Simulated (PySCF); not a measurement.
**Excited-state calculation of Al18N19H17**

System: Al18N19H17.
Method: TDDFT PBE0/def2-SVP, vertical, gas phase, core orbitals frozen in the response, virtual orbitals cut by energy (PySCF 2.14.0).

The geometry comes from this level: GFN2-xTB.

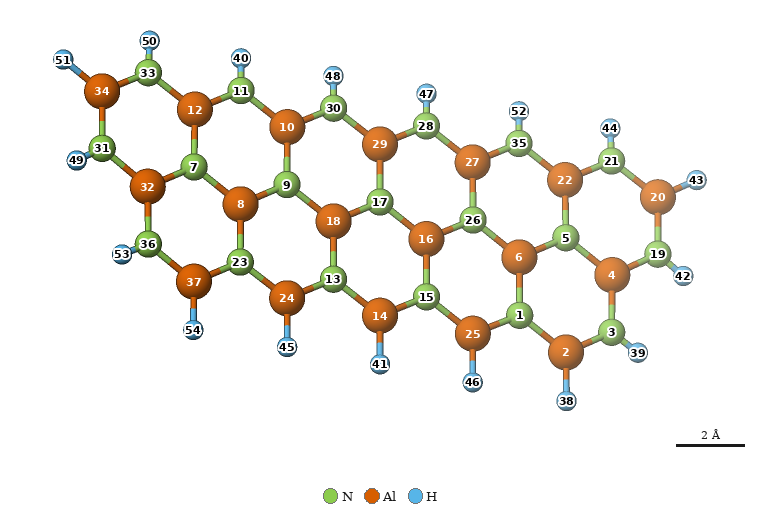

The structure as given in the input (ball-and-stick view, seen at a tilt; atoms are numbered from 1 in the order of the input). Sticks mark near contacts. Bond lengths as drawn: Al–H 1.53 to 1.54 Å, Al–N 1.80 to 1.83 Å and H–N 1.02 Å.

### Input file
```
{"job": {"kind": "uv", "basis": "def2-SVP", "grid": 1, "kgrid": 0, "vcut": 1.5, "nstates": 6, "ntriplets": 2, "tda": false, "delta": ["ip_vertical"], "pop": true, "xc": "PBE0"}, "charge": 0, "multiplicity": 1}
N     -4.750305     2.425121    -0.000981
Al    -6.326419     3.316957    -0.001837
N     -7.877315     2.407655    -0.000511
Al    -7.898342     0.599512     0.000813
N     -6.320655    -0.298926    -0.000856
Al    -4.740501     0.599056    -0.000510
N      6.320505    -0.299173    -0.000776
Al     4.740799     0.599040    -0.000236
N      3.165307    -0.301923     0.000808
Al     3.150753    -2.116225     0.000639
N      4.723949    -2.991058     0.000439
Al     6.293600    -2.115385     0.000060
N      1.582547     2.404280     0.001421
Al     0.000377     3.276032     0.002262
N     -1.580979     2.402757     0.000983
Al    -1.579090     0.579298     0.000044
N      0.000937    -0.310313     0.001803
Al     1.580249     0.580619     0.001364
N     -9.447954    -0.333294     0.001844
Al    -9.451183    -2.130644    -0.000844
N     -7.876578    -2.996376    -0.000591
Al    -6.293597    -2.115095    -0.000661
N      4.750463     2.424917     0.000465
Al     3.159469     3.285546     0.001776
Al    -3.158008     3.283964    -0.001870
N     -3.164952    -0.301734     0.000536
Al    -3.150669    -2.115873     0.000340
N     -1.578092    -2.989940     0.000259
Al     0.000442    -2.125104     0.001501
N      1.578457    -2.990607     0.001272
N      9.446292    -0.333681    -0.000094
Al     7.897436     0.599919    -0.000589
N      7.876491    -2.997025     0.000525
Al     9.450694    -2.130777     0.001396
N     -4.723891    -2.990626     0.000252
N      7.876567     2.407909    -0.000335
Al     6.325785     3.317302    -0.000887
H     -6.344538     4.847508    -0.004385
H     -8.770128     2.894146    -0.001683
H      4.725926    -4.006736    -0.000421
H     -0.000012     4.811477     0.003372
H    -10.312361     0.202457     0.002684
H    -10.768956    -2.903554    -0.001700
H     -7.832453    -4.012472     0.000607
H      3.158477     4.823509     0.002105
H     -3.154821     4.822096    -0.003312
H     -1.583524    -4.005626    -0.000376
H      1.583464    -4.006240     0.002402
H     10.311317     0.200958     0.000113
H      7.831527    -4.013068     0.000487
H     10.769840    -2.900381     0.003535
H     -4.726277    -4.006299    -0.002248
H      8.769708     2.893778    -0.002002
H      6.345363     4.848111    -0.004394
```

The first line tells a small driver script what to run in PySCF; the rest is the geometry in Å.

Run on 4 CPU threads, shared host.

Command:
```bash
OMP_NUM_THREADS=4 python <driver script> task.json out
```

### The program's output
```
start: PBE on a coarse grid of 57059 points
cycle   1  E = -5407.4673694062  dE =  4.564e+00  |g| = 2.840e+00  |ddm| = 9.235e+00
cycle   2  E = -5398.7563513041  dE =  8.711e+00  |g| = 6.140e+00  |ddm| = 9.166e+00
cycle   3  E = -5409.2296216490  dE = -1.047e+01  |g| = 5.723e-01  |ddm| = 7.563e+00
cycle   4  E = -5409.2858009176  dE = -5.618e-02  |g| = 5.048e-01  |ddm| = 1.289e+00
cycle   5  E = -5409.3456210800  dE = -5.982e-02  |g| = 1.536e-01  |ddm| = 5.255e-01
cycle   6  E = -5409.3526837250  dE = -7.063e-03  |g| = 3.751e-02  |ddm| = 2.110e-01
cycle   7  E = -5409.3529362406  dE = -2.525e-04  |g| = 2.108e-02  |ddm| = 4.675e-02
cycle   8  E = -5409.3530397513  dE = -1.035e-04  |g| = 5.000e-03  |ddm| = 2.031e-02
final grid: 234809 points
cycle   9  E = -5410.7316183349  dE = -2.940e-02  |g| = 3.519e-02  |ddm| = 6.480e-01
cycle  10  E = -5410.7317313930  dE = -1.131e-04  |g| = 3.014e-02  |ddm| = 7.676e-02
cycle  11  E = -5410.7319140116  dE = -1.826e-04  |g| = 1.535e-02  |ddm| = 3.707e-02
cycle  12  E = -5410.7319633984  dE = -4.939e-05  |g| = 3.086e-03  |ddm| = 1.293e-02
cycle  13  E = -5410.7319647463  dE = -1.348e-06  |g| = 1.332e-03  |ddm| = 3.607e-03
cycle  14  E = -5410.7319640487  dE =  6.976e-07  |g| = 3.059e-04  |ddm| = 1.275e-03
cycle  15  E = -5410.7319652234  dE = -1.175e-06  |g| = 1.003e-04  |ddm| = 3.591e-04
cycle  16  E = -5410.7319670703  dE = -1.847e-06  |g| = 2.398e-05  |ddm| = 9.295e-05
converged SCF energy = -5410.7319670703

Static polarisability (au): isotropic 500.614, principal 293.277 511.024 697.542

Singlet excitations
state   eV       nm        f      main configurations
  1   4.7850    259.1   0.00000   H-1->L 0.45, H-2->L 0.30, H->L 0.08
  2   4.8027    258.2   0.00000   H->L 0.53, H-5->L 0.10, H-1->L 0.10
  3   4.8969    253.2   0.00000   H-2->L 0.33, H->L+1 0.23, H-1->L 0.14
  4   4.9717    249.4   0.00013   H-3->L 0.43, H-2->L+1 0.23, H-5->L 0.09
  5   5.0639    244.8   0.00000   H-4->L 0.72, H-6->L+1 0.08
  6   5.0707    244.5   0.00020   H-5->L 0.40, H-1->L+1 0.17, H->L+2 0.09

Triplet excitations (Tamm-Dancoff, eV): 4.6331 4.6470
```

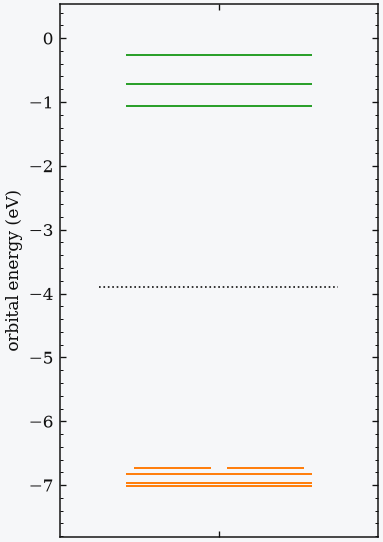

Orbital energies near the frontier; the dotted line parts filled from empty levels, and levels within 0.02 eV of each other stand side by side. Highest filled −6.73 eV, lowest empty −1.06 eV, 5.67 eV apart.

### Summary

- outcome: converged
- total energy: −5410.731967 hartree
- HOMO: −6.73 eV
- LUMO: −1.06 eV
- dipole moment: 5.45 D
- mean polarisability: 500.61 a.u.
- lowest singlet excitation: 4.79 eV
- wall time: 16 min (CPU time 60 min)
- peak memory: 3.2 GiB

Checks after the run noted: ip_vertical: open-shell SCF did not converge.
